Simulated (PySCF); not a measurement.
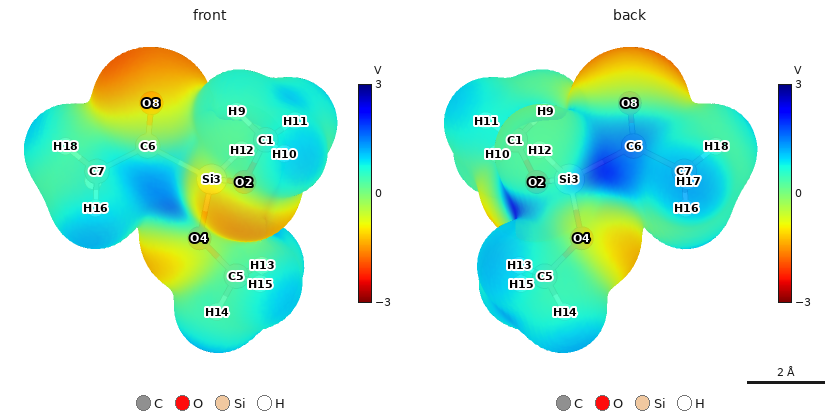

Figure 1: C$_{4}$H$_{10}$O$_{3}$Si (SMILES CO[SiH](OC)C(C)=O). The electrostatic potential painted on the density surface at 0.004 e/bohr³, seen from the front and from behind; the colour scale runs from red (negative) to blue (positive).

Geometry: PBE0-D3(BJ)/def2-SVP.

All numbers below come from PBE0/pcSseg-1, SCF density, gas phase, non-relativistic in PySCF.

Input

```
{"job": {"kind": "nmr", "xc": "PBE0", "basis": "pcSseg-1"}, "charge": 0, "multiplicity": 1}
C     -1.246152     2.382645     0.150830
O     -1.054780     1.142380    -0.479975
Si    -0.233141    -0.142322     0.162443
O     -0.402885    -1.428462    -0.857478
C     -1.623739    -1.994473    -1.258415
C      1.627742     0.302780     0.242489
C      2.683505    -0.492298    -0.466429
O      1.878796     1.302027     0.890131
H     -0.285856     2.863647     0.400848
H     -1.804174     3.041014    -0.531704
H     -1.830830     2.280144     1.083359
H     -0.752496    -0.432803     1.534709
H     -2.181004    -2.414365    -0.401425
H     -1.418362    -2.811971    -1.965128
H     -2.267903    -1.253129    -1.760800
H      2.433872    -0.567938    -1.537078
H      2.687315    -1.525800    -0.082573
H      3.670841    -0.029538    -0.328830
```

Launched as:

```sh
OMP_NUM_THREADS=1 python probes_run.py task.json out
```

Where is the surface potential most negative and most positive?

The most negative region (about −1.8 V, or −42 kcal/mol for a unit charge) lies over O8, the most positive (about +2.0 V, or +46 kcal/mol for a unit charge) over Si3. O8 is the likeliest acceptor of a hydrogen bond.

What dipole moment does the calculation give?

Its dipole moment is 2.06 D.
